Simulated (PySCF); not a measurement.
## Electronic structure of C6H10Si (SMILES CC#CC1C[SiH2]C1) in real space

```xyz
17

C     4.0515   -1.2972    0.0435
C     2.6954   -0.7764    0.1107
C     1.5652   -0.3376    0.1636
C     0.1969    0.1564    0.2320
C    -0.7873   -0.3834   -0.8539
Si   -2.1594   -0.2092    0.4430
C    -0.6023   -0.2028    1.5250
H     4.6405   -0.9926    0.9231
H     4.0560   -2.3979    0.0043
H     4.5760   -0.9295   -0.8526
H     0.2224    1.2577    0.1461
H    -0.7906    0.1576   -1.8097
H    -0.5798   -1.4469   -1.0538
H    -3.1660   -1.3030    0.6036
H    -2.8757    1.1031    0.3989
H    -0.3539   -1.2268    1.8473
H    -0.4646    0.4754    2.3779
```

Geometry: PBE0-D3(BJ)/def2-SVP.

Method: PySCF, PBE0/pcSseg-1, SCF density, gas phase, non-relativistic.

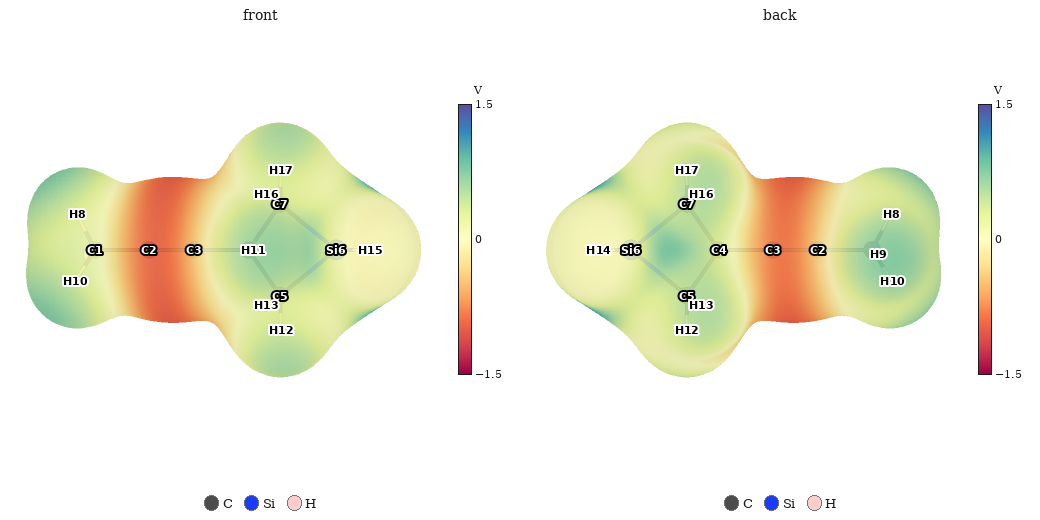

Figure 1. The molecular electrostatic potential painted on the density surface at 0.002 e/bohr³, seen from the front and from behind; red is negative and blue positive.

### Which sites attract a positive test charge, and which a negative one?

A positive charge is drawn to the negative regions and a negative charge to the positive ones. The most negative region (about −1.0 V) lies over C2 and C3, the most positive (about +1.0 V) over Si6.

### How polar is the molecule by this calculation?

Its dipole moment is 0.57 D.

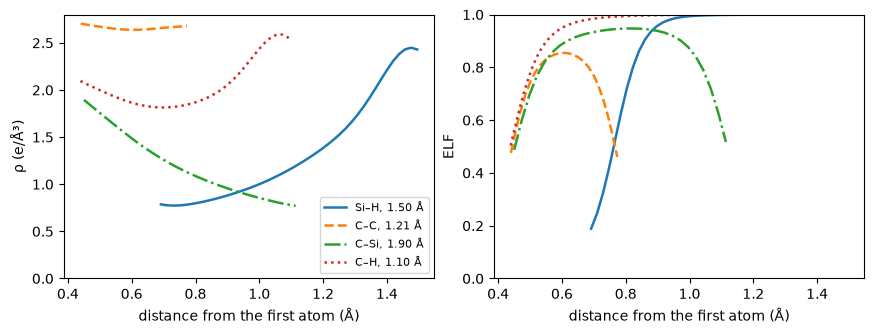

Figure 2. Electron density and ELF along straight lines between neighbouring atoms. The curves leave out the atomic cores.

### Compare the contacts.

Si–H (1.50 Å): ρ at the midpoint is about 0.77 e/Å³; the ELF climbs to about 1 towards the hydrogen, as it does in any bond to H.
C–C (1.21 Å): the density is about 2.6 e/Å³ at the midpoint; the ELF peaks at about 0.85 between the atoms; a multiple bond.
C–Si (1.90 Å): ρ at the midpoint is about 0.9 e/Å³; the ELF peaks at about 0.95 between the atoms, as expected for a covalent bond.
C–H (1.10 Å): ρ at the midpoint is about 1.9 e/Å³; the ELF climbs to about 1 towards the hydrogen; an ordinary covalent bond to hydrogen.
